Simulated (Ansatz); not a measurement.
Mg2Si: Si → C

Base system: Mg₂Si (space group Fm-3m, No. 225; a = 6.326 Å).

The change: every Si is replaced by C, then cell and atoms are relaxed.

Method: DFT with PBEsol, PAW potentials and a 420 eV plane-wave cutoff in Ansatz (an electronic-structure program), spin-orbit coupling left out. Γ-centred 11×11×11 mesh, Fermi–Dirac width 0.05 eV, for the changed cell.

The density rises by 0.51 g/cm³ (2.01 g/cm³ → 2.52 g/cm³) and the lattice parameter a decreases by 0.902 Å to 5.424 Å. The shortest interatomic distance falls by 0.391 Å (2.739 Å → 2.348 Å) and the band gap goes up by 0.57 eV, from 0.12 eV to 0.69 eV. The gap character remains indirect, Γ → X and the width of the top valence band shrinks by 0.253 eV, from 2.71 eV to 2.45 eV. The electron mass changes from 0.58 mₑ along k, 0.18 mₑ across (at X) to 0.48 mₑ along k, 0.21 mₑ across (at X).

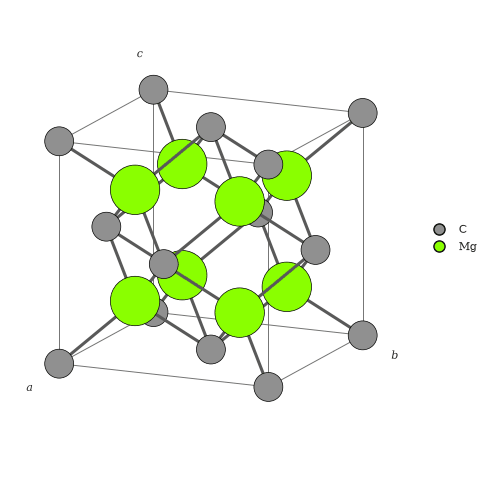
Fig. 1. The relaxed conventional cell after the change

Masses are band curvatures over ±0.01 Å⁻¹ around the edge. Along k means along the line from Γ to the band edge. No phonon test of stability was made. As relaxed here, Mg2C is a hypothetical phase, not in the database extracts checked. The zero or small gap of Mg2Si can change with the level of theory.
